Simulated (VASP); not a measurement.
Input:

```
CELL_PARAMETERS angstrom
     -1.60138     1.60138     3.90792
      1.60138    -1.60138     3.90792
      1.60138     1.60138    -3.90792
ATOMIC_POSITIONS crystal
  Si 0.66471 0.66471 0.00000
  Si 0.33529 0.33529 0.00000
  Mo 0.00000 0.00000 0.00000
```

The numbers are results of r2SCAN meta-GGA, VASP's PBE PAW potentials (set 64) (plane waves; VASP), not measurements. Run with 400 eV cut-off, 15×15×15 Γ-centred mesh, tetrahedra with Blöchl corrections, potentials Si Mo_sv.

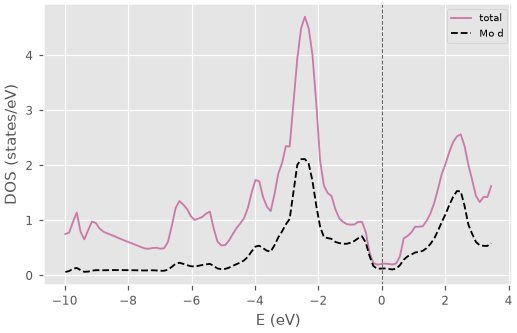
Figure: Total and projected density of states, zero at the Fermi level

Within 2 eV below the Fermi level the largest weight inside VASP's projection spheres is Mo d.

It has no gap at this level: it comes out as a metal or semimetal.

The compound is MoSi2 in the MoSi2 type structure. It was relaxed first.
